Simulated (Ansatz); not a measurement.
**C2H5ClSi (SMILES C=C[SiH2]Cl): density, localisation and related maps**

The calculation's input:

```
basis:
  gaussian:
    orbitals: def2-TZVPD
crystal:
  periodic: [false, false, false]
  atoms:
    - {symbol: C, position_ang: [0.229615, 1.988266, -1.591914]}
    - {symbol: C, position_ang: [0.918178, 1.057252, -2.252934]}
    - {symbol: Cl, position_ang: [-0.477782, -0.276644, 0.596485]}
    - {symbol: Si, position_ang: [-0.686193, 1.711752, 0.001651]}
    - {symbol: H, position_ang: [0.190037, 2.996818, -2.004119]}
    - {symbol: H, position_ang: [0.993994, 0.036114, -1.893108]}
    - {symbol: H, position_ang: [1.434220, 1.279877, -3.182014]}
    - {symbol: H, position_ang: [-2.135302, 1.972358, -0.151135]}
    - {symbol: H, position_ang: [-0.145641, 2.552704, 1.093346]}
hamiltonian:
  xc: pbe0
output:
  forces: true
  orbitals: {seedname: orbitals}
```

Command:

```sh
ansatz run input.yaml --threads 2 --pin off --max-ram 4350MiB --events-out events.jsonl --progress --plain --runs-dir runs
```

Geometry: B3LYP-D3(BJ)/6-311G**.

Theory: Ansatz 0.2.0, isolated molecule in a Gaussian basis; Kohn-Sham density functional theory, functional PBE0.

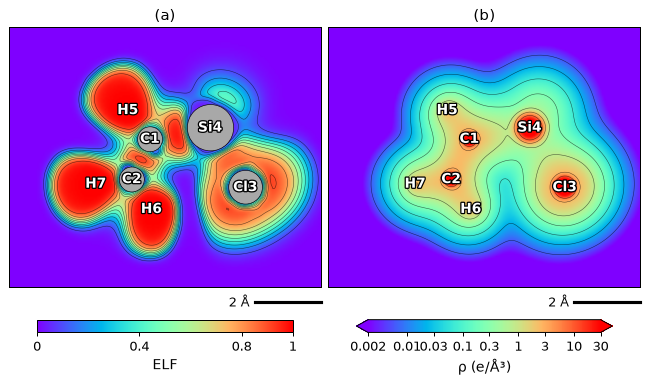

Figure 1. (a) electron localisation function; (b) total electron density on the plane of atoms C2, C1 and Si4. Grey discs cover the atomic cores in the ELF map.

### Describe what can be read from this map.

- Atoms in the plane: C, Cl, Si and H.
- C–C (1.33 Å): ρ at the midpoint is about 2.4 e/Å³; the ELF peaks at about 0.90 between the atoms; a short, multiple covalent bond.
- C–Si (1.86 Å): ρ is about 0.99 e/Å³ halfway; the ELF peaks at about 0.95 between the atoms (localised, covalent bonding).
- Si–Cl (2.09 Å): the density is about 0.85 e/Å³ at the midpoint; the ELF peaks at about 0.85 between the atoms (a polar covalent bond).
- C–H (1.09 Å): ρ at the midpoint is about 2.1 e/Å³; the ELF climbs to about 1 towards the hydrogen, as it does in any bond to H: a covalent bond by its length.
- The ELF also peaks beside Cl3, away from the bonds: lone-pair regions.

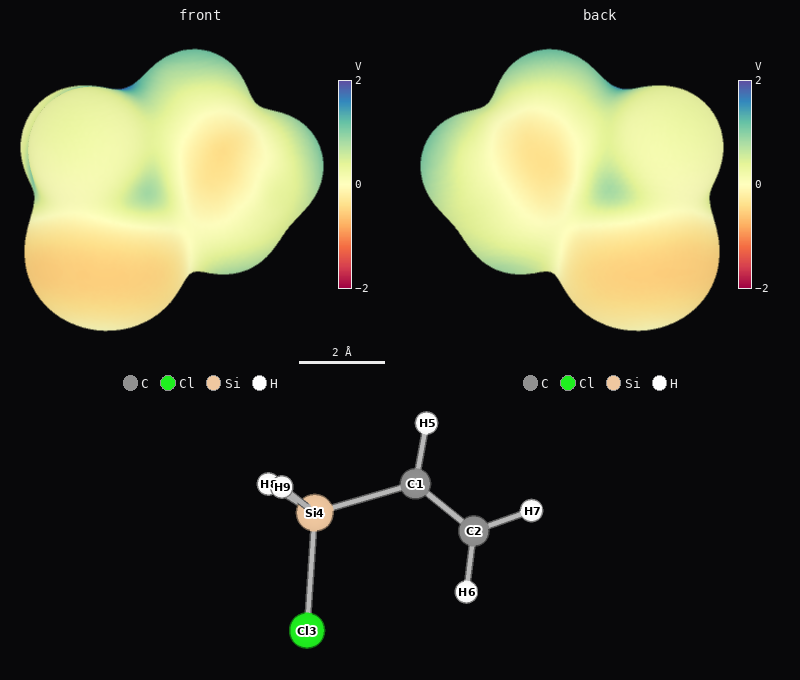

Figure 2. The electrostatic potential painted on the density surface at 0.002 e/bohr³, seen from the front and from behind; the colour scale runs from red (negative) to blue (positive). The bare structure is drawn below in the same view.

### Describe the electrostatic potential map.

The most negative region (about −0.5 V, or −12 kcal/mol for a unit charge) lies over Cl3, the most positive (about +1.7 V, or +39 kcal/mol for a unit charge) over Si4.

### How polar is the molecule by this calculation?

Its dipole moment is 1.85 D.

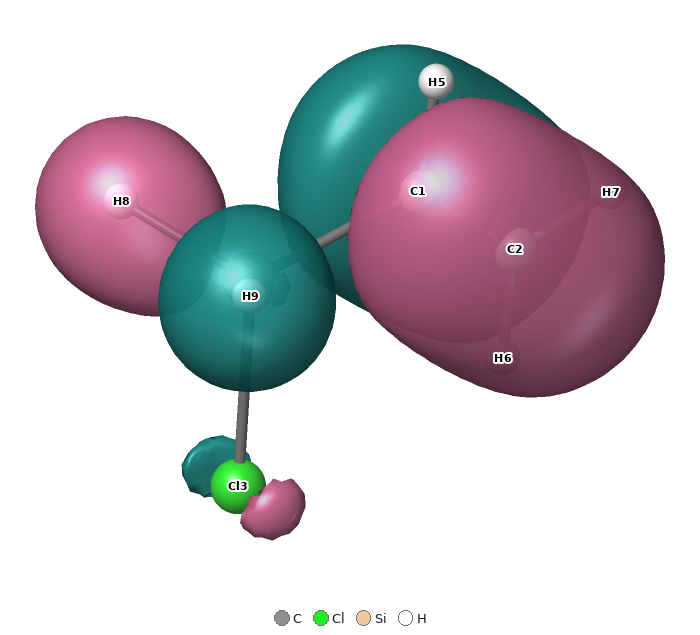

Figure 3. The HOMO at ±0.08 Å⁻³ᐟ² (teal and pink are the two phases), seen at a tilt.

### Where does this orbital lie, and at what energy?

Its weight (Hirshfeld) is mainly on C2 (about 35 %), C1 (about 35 %) and Si4 (about 10 %); π-bonding across C2–C1. Its energy is −8.25 eV.
